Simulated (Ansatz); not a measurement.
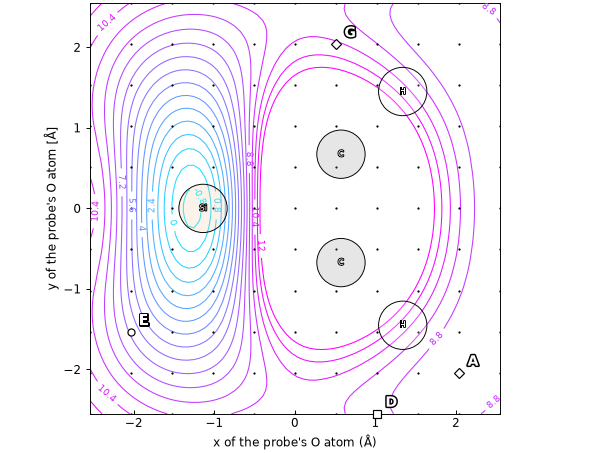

C₂H₂Si (SMILES C1=[Si]=C1) with the probe H2O. The probe is moved over a plane parallel to the molecule's main plane, 2.70 Å above it. The first coordinate is: x of the probe's O atom; the second: y of the probe's O atom. Nothing is relaxed (molecule and probe rigid, the probe upright with O nearest the plane). The grid has 11 × 11 points; 79 points were computed and 42 follow by symmetry. Points are written as (first, second). Energies: kJ/mol, counted from the lowest grid point. Method: RKS B3LYP-D4/def2-SVPD (Ansatz 0.2.0).

The picture shows contour lines labelled in kJ/mol (none above 12), dots at the grid points, labelled circles for the molecule's atoms, projected on the plane, lettered points. Between grid points the surface is interpolated.

### Rank the lettered points by energy, lowest first.

E (7.1 kJ/mol), A (8.1 kJ/mol), D (9.1 kJ/mol), G (10.5 kJ/mol).

### What kind of point is each of A, E: minimum, saddle, maximum or slope?

A: minimum; E: on a slope. (In these two coordinates alone; a stationary point may lie a little off the grid point.)
